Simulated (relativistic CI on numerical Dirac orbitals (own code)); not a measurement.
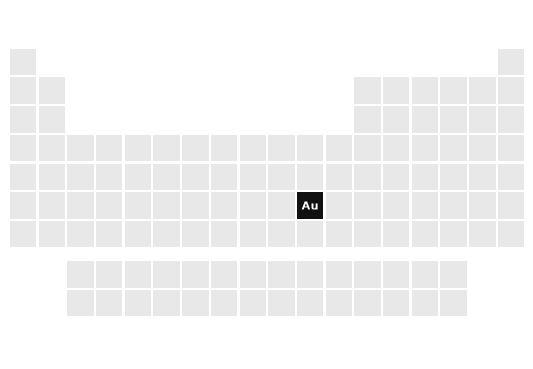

*The place of gold in the periodic table.*

## Au: relativistic CI calculation

Au. Level asked for: Dirac-Coulomb-Breit CI, KLI orbitals optimised for each configuration, model QED (radiative potential, 1s self-energy scaled to tabulated hydrogen-like ionisation energies), numerical settings as typed (relativistic CI on numerical Dirac orbitals, in-house).

Input file:
```
atom Au  Z=79  charge=0  electrons=79
nucleus A=197  rms_radius_fm=5.4371
hamiltonian dirac-coulomb  breit=on  qed=on  c_scale=1
orbitals kli  potential=per-configuration
slater_scale 1
correlation none
mixing on
grid step=0.0125 r_max=259.4
scf mixing=0.4 start=green max_iterations=2 tolerance=2e-08 node_fill=0.05
configurations
  [Xe] 4f14 5d10 6s
  [Xe] 4f14 5d9 6s2
  [Xe] 4f14 5d10 6p
end
```

Hardware: 1 CPU thread, shared host.

Launched within a batch (the task file carries these settings):
```bash
python <driver script> task.json out
```

The program writes its results to a structured record and prints no log; tables and figures of this report are taken from that record.

What the run reported:

| quantity | value |
| --- | --- |
| outcome | not converged |

What went wrong:

This input holds a deliberate fault: iterations. The run did not meet its convergence test, so its last values are not results. Limits: SCF of 1s2 2s2 2p6 3s2 3p6 3d10 4s2 4p6 4d10 4f14 5s2 5p6 5d10 6s did not converge.
